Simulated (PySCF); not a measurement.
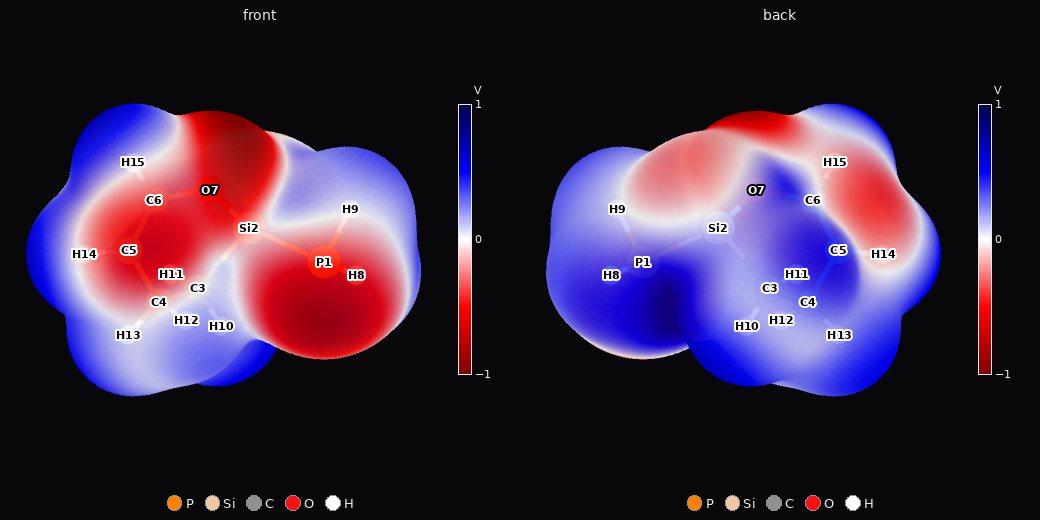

C4H8OPSi (SMILES P[Si]1CCC=CO1) (doublet). The molecular electrostatic potential painted on the density surface at 0.001 e/bohr³, seen from the front and from behind; the colour scale runs from red (negative) to blue (positive).

Geometry: GFN2-xTB.

Method: PySCF, UKS B3LYP, pcH-1 on C H O P Si, non-relativistic, mean-field spin-orbit, GIAO.

```xyz
15

P     2.4304   -1.0846    1.0619
Si    1.3122    0.0460   -0.5367
C    -0.3387   -0.8206   -1.0130
C    -1.3719   -0.4623    0.0589
C    -1.5158    1.0206    0.2271
C    -0.4776    1.8443    0.2691
O     0.8088    1.4477    0.1701
H     3.0477   -1.9332    0.1583
H     3.5060   -0.2123    1.0814
H    -0.2245   -1.9024   -1.0725
H    -0.6935   -0.4763   -1.9848
H    -1.0614   -0.9022    1.0145
H    -2.3412   -0.8962   -0.1985
H    -2.5078    1.4258    0.3421
H    -0.5773    2.9137    0.4001
```

**Describe the electrostatic potential map.**

The most negative region (about −1.0 V) lies over O7, the most positive (about +0.8 V) over P1 and Si2.
